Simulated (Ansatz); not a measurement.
The cell below is Mg (P6_3/mmc). The cell is taken from coordinates from a relaxation with DFT PBE, scalar-relativistic, plane waves, PAW (Ansatz 0.2.0).

```xyz
2
Lattice="3.2051 0.0000 0.0000 -1.6025 2.7757 0.0000 0.0000 0.0000 5.1592" Properties=species:S:1:pos:R:3 pbc="T T T"
Mg    0.0000    1.8505    3.8694
Mg    1.6025    0.9252    1.2898
```

The atoms' radii are covalent radii (Cordero): Mg 1.41 Å.

### Find the largest hole by geometry, and further ones that a grid search gives (radius above 0.15 Å; smaller ones may be missed, and maxima closer than 0.25 Å are merged).

```csv
hole,site,"x, y, z",radius (Å),nearest atoms,shape
V1,2a,"0.000, 0.000, 0.000",0.85,6 Mg,octahedral
V2,4f,"0.333, 0.667, 0.129",0.54,4 Mg,tetrahedral
```

Nearest atoms are those whose sphere lies within 0.15 Å of the hole's sphere; in brackets, those within 0.5 Å. The largest sphere that fits anywhere has a diameter of 1.69 Å; the largest that can travel through the crystal, about 0.9 Å.

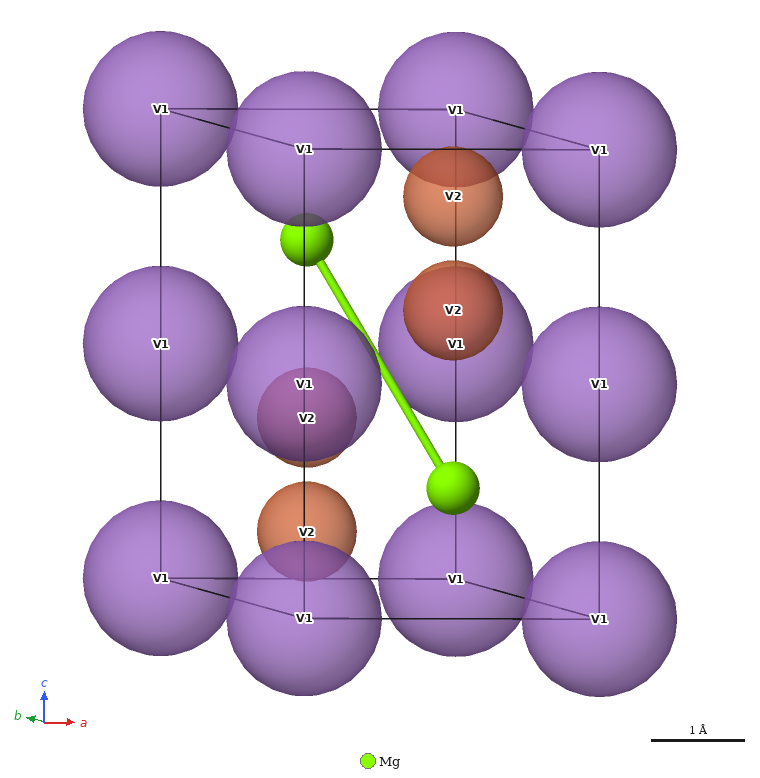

Translucent spheres (V1, V2) fill the 2 holes listed first by a grid search for holes with a radius above 0.15 Å (the largest is sure; smaller ones may be missed, and maxima closer than 0.25 Å are merged) at their true size; atoms are drawn smaller than their model radii. View from a free direction.
